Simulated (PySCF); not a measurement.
Molecule: Si₃H₇F, SMILES F[SiH2][SiH2][SiH3].

```xyz
11

F      1.5696    -1.5981    -0.8701
Si     1.8427    -0.4657     0.2767
Si     0.0391     1.0295     0.1925
Si    -1.8522    -0.2302    -0.3899
H      3.1669     0.1610    -0.0059
H      1.8928    -1.1592     1.5979
H      0.2847     2.1102    -0.8135
H     -0.1384     1.6613     1.5388
H     -1.9518    -1.4105     0.5219
H     -1.7148    -0.7093    -1.7977
H     -3.0990     0.5855    -0.2664
```

Simulated rotational absorption lines between 2 and 20 GHz at 1.5 K: rigid rotor with the equilibrium constants and dipole of one optimised conformer (PBE0-D3(BJ)/def2-SVP, PySCF 2.14.0), commonest isotopes; no centrifugal distortion, hyperfine structure, internal rotation or nuclear-spin weights; lines within 1 MHz of each other are summed. Lines of different type are drawn apart.

### What are the rotational constants, and what kind of rotor is it?

Rotational constants A, B, C = 4.700, 1.745, 1.366 GHz; Ray's κ = −0.77, an asymmetric top on the prolate side.

### Which dipole components drive the lines?

|μa|, |μb|, |μc| = 0.22, 1.29, 0.32 D; b-type lines carry 93 % of the intensity in this range.

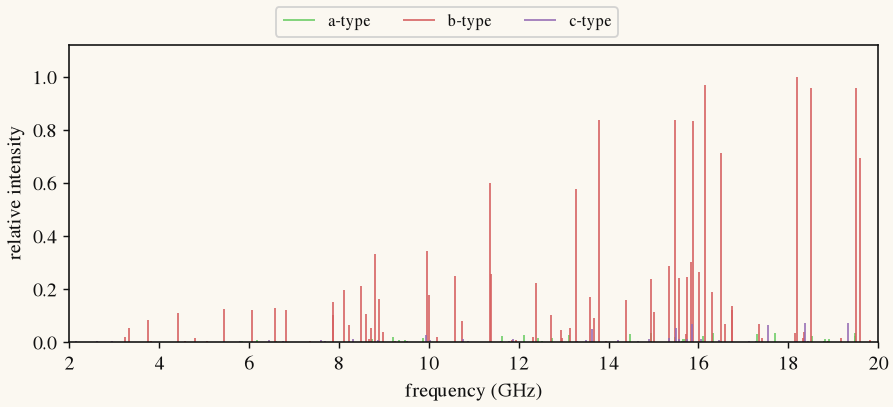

Known limits of this run: coarse grid, loose stop and no frequency check, small forces are noise and the end may be a saddle.
